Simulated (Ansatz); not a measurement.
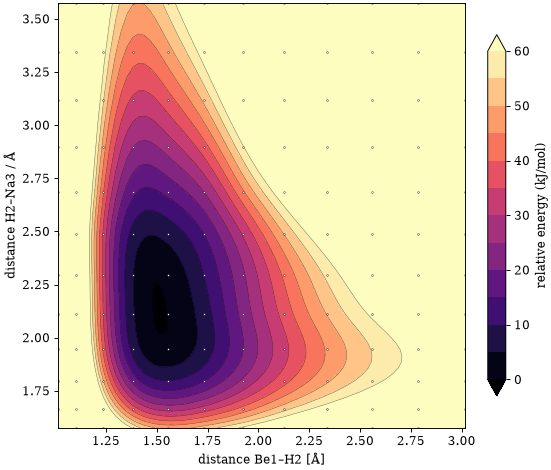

The system Be + HNa. First axis: distance Be1–H2. Second axis: distance H2–Na3. Nothing is relaxed (the angle Be1–H2–Na3 is fixed at 180 degrees). Grid: 12 × 12 points. Energies are in kJ/mol, from the lowest grid point. The reference is spin-restricted, so regions where a bond is pulled apart into radicals lie too high. Theory: RKS PBE-D4/aug-cc-pVTZ (Ansatz 0.2.0).

Drawn: filled contours, dots at the grid points, one colour for all values above the top of the scale. Between grid points the surface is interpolated.

Where is the minimum, and how stiff is the well along each coordinate?

Answer. The interpolated minimum is at distance Be1–H2 ≈ 1.516 Å, distance H2–Na3 ≈ 2.100 Å. The curvatures there are about 5.1 eV/Å² and 0.39 eV/Å², with a cross term of about 0.53 eV/Å². Round the minimum the valley is somewhat tilted: raising distance Be1–H2 shifts the best value of distance H2–Na3 downwards (coupling k₁₂/√(k₁₁k₂₂) about 0.4). (1 eV is 96.5 kJ/mol.)
